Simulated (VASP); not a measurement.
Energy against volume of HfC (rock salt). Level of theory: PBE GGA with D3 dispersion (zero damping), VASP's PBE PAW potentials (set 64) (plane waves; VASP).

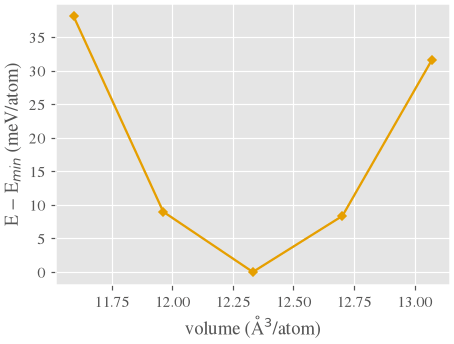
Energy against volume

**Question.** Estimate the equilibrium volume and the bulk modulus.

**Answer.** The minimum lies near 12.3 Å³/atom, and the curvature gives B0 of about 250 GPa.

Measured: a 4.638 Å (computed value off by -0.4 %), as given by Guo-Xu Zhang et al., New Journal of Physics (2018), doi:10.1088/1367-2630/aac7f0. The calculation is for a static lattice, while the measured a holds thermal and zero-point effects, which are part of the difference.

The compound is HfC in the rock salt structure. It was relaxed first.
